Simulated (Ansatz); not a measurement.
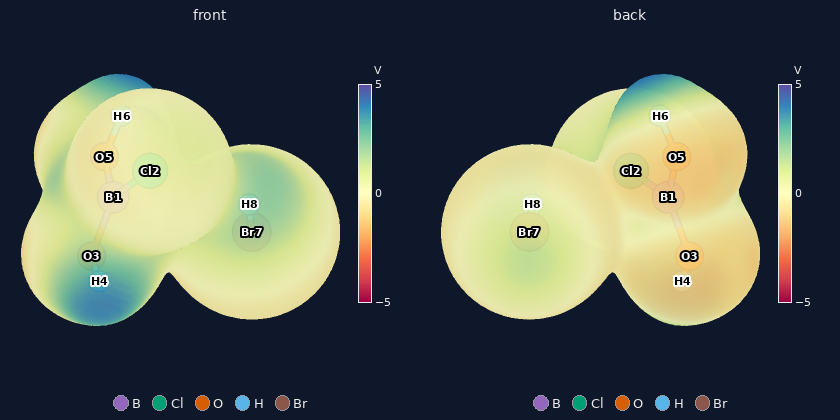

Figure. BClH$_{2}$O$_{2}$···HBr. The molecular electrostatic potential painted on the density surface at 0.004 e/bohr³, seen from the front and from behind; the colour scale runs from red (negative) to blue (positive).

Not at a stationary point (largest force 1.4 eV/Å).

Theory: Ansatz 0.2.0, RKS PBE0-D4/def2-mTZVP.

The calculation's input:

```
crystal:
  periodic: [false, false, false]
  atoms:
    - { symbol: B, position_ang: [0.0, 0.0, 0.0] }
    - { symbol: Cl, position_ang: [0.0, 0.0, 2.21] }
    - { symbol: O, position_ang: [1.2211, 0.0, -0.705] }
    - { symbol: H, position_ang: [1.5209, -0.9519, -0.8599] }
    - { symbol: O, position_ang: [-1.2211, 0.0, -0.705] }
    - { symbol: H, position_ang: [-1.7308, -0.8467, -0.4965] }
    - { symbol: Br, position_ang: [0.1049, 2.2181, 0.7379] }
    - { symbol: H, position_ang: [0.0612, 1.2949, 1.8904] }
basis:
  gaussian: { orbitals: def2-mTZVP }
hamiltonian:
  xc: pbe0
  dispersion: d4
relax:
  f_tol: 0.15
  max_steps: 25
  restrain:
    - { distance: [0, 6], at: 3.24, k: 30.0 }
    - { distance: [7, 1], at: 2.57, k: 30.0 }
    - { distance: [0, 1], at: 1.86, k: 30.0 }
    - { distance: [7, 6], at: 1.55, k: 30.0 }
output:
  orbitals: {}
```

Command:

```sh
ansatz run input.yaml --threads 4 --pin off --max-ram 5120MiB --backend cpu --events-out ev --progress --plain --runs-dir out
```

The fields are those of the run's last geometry, not of the input's.

Where is the surface potential most negative and most positive?

The most negative region (about −1.3 V) lies over O3 and O5, the most positive (about +4.0 V) over H4 and H6. Br7 shows a σ-hole: about +1.5 V at the tip opposite its bond, against about −0.4 V on its flanks.
